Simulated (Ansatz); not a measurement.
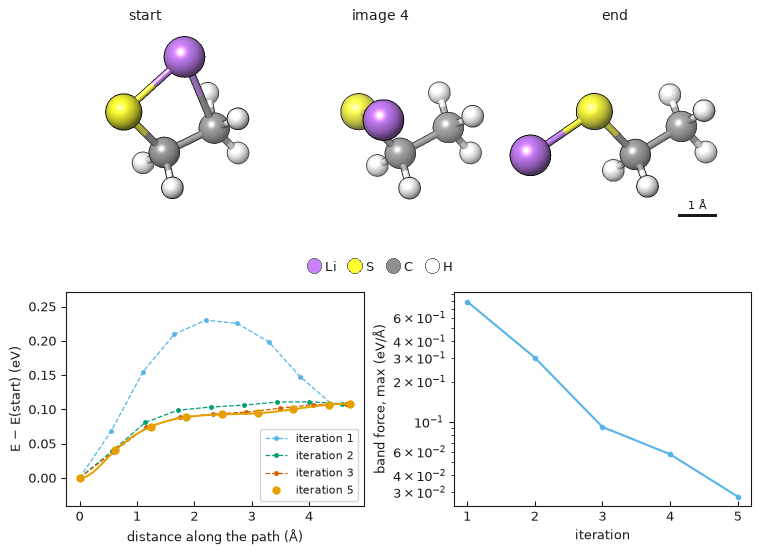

NEB run on C2H5LiS. Images are numbered from 0 (start) to 8 (end). The plot follows the band through its iterations. A ball-and-stick model, seen at a tilt.

Theory: Ansatz 0.2.0, RKS PBE/cc-pVDZ. Run with 7 movable images; climbing image; force threshold 0.05 eV/Å; iteration limit 44; starting path by image-dependent pair potential.

Q: Did the band converge, and can the barrier be trusted?

A: The run is converged, with reservations. The band converged in 5 iterations. The largest component of the band force went from 0.79 to 0.028 eV/Å. The first iteration put the highest image at 0.230 eV. No barrier shows: the energy is highest at the end, and the end lies 0.108 eV above the start.

Cost: 3.5 min on 1 thread of Intel(R) Xeon(R) Processor @ 2.50GHz (Skylake/Cascade Lake), on a shared host, peak memory 0.14 GiB.
